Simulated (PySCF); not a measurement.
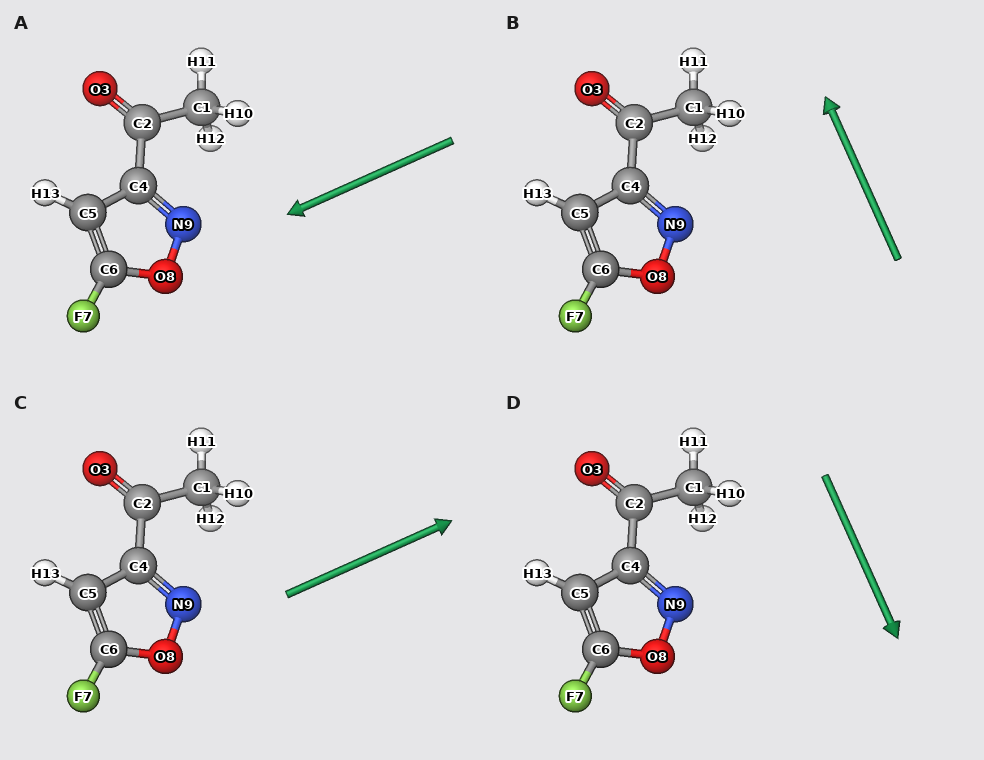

The same molecule four times, each with an arrow. The computed structure is the end point of a GFN2-xTB optimisation. No frequency run is at hand to confirm it as a minimum. Properties computed with PBE0/pcSseg-1, gas phase (PySCF 2.14.0).

### Which arrow points along the dipole moment, from the negative to the positive end?

D. The dipole moment is 0.38 D; it points from the side of O3 to the side of F7 (the outermost atoms at the two ends).
